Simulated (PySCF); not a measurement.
Coordinates of C₃H₁₁NSSi, SMILES CS[SiH2]N(C)C (Å):

```xyz
17

C      3.3366     0.0335     0.6299
S      1.7604    -0.0022     1.5414
Si     0.4047    -0.6721     0.0146
N     -1.1247     0.0803     0.2785
C     -2.3769    -0.6281     0.2160
C     -1.2450     1.5133     0.3827
H      3.7183    -0.9794     0.4415
H      4.0556     0.5668     1.2661
H      3.2362     0.5725    -0.3227
H      0.1440    -2.1421     0.0398
H      1.0955    -0.3265    -1.2755
H     -2.2078    -1.7143     0.1832
H     -2.9729    -0.3550    -0.6774
H     -3.0012    -0.4128     1.1040
H     -0.2588     1.9682     0.5599
H     -1.6799     1.9700    -0.5286
H     -1.8915     1.7944     1.2348
```

GIAO shifts, ωB97X-D/pcSseg-1, PySCF 2.14.0, at a PBE0-D3(BJ)/def2-SVP geometry (no frequency check), against CS₂ for ³³S and TMS for ¹³C computed at the same level. Gas phase, fully decoupled, line heights follow the number of nuclei, widths are arbitrary (no quadrupolar broadening); values of one conformer, averaged over nuclei that symmetry, rotation about single bonds or inversion at nitrogen exchange, these motions taken as fast; other conformers aren't averaged in.

Q: How many ³³S lines appear, and where?

A: 1 signal.


```
δ (ppm)  nuclei  atoms
 −206.1       1     S2
```

Q: Which ¹³C signals does it give?

A: 2 signals.


```csv
δ (ppm),nuclei,atoms
39.2,2,"C5, C6"
13.5,1,C1
```

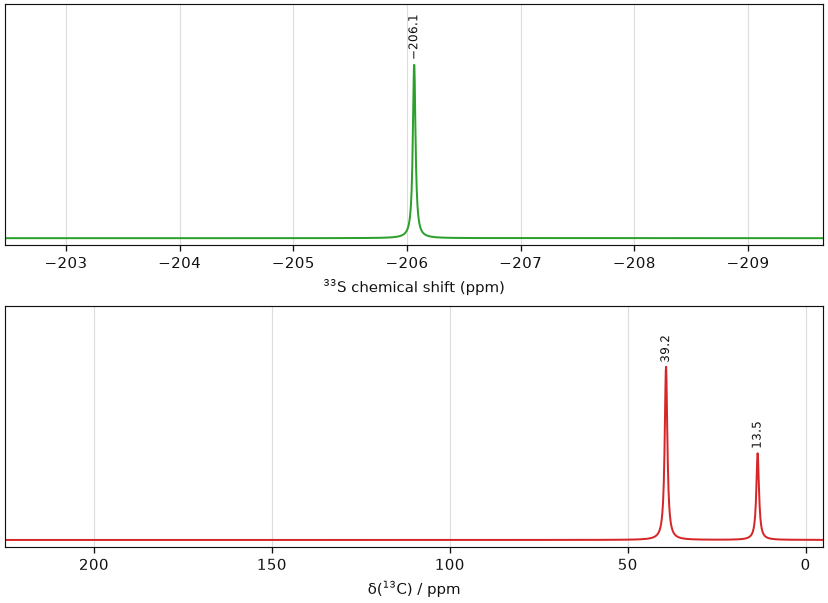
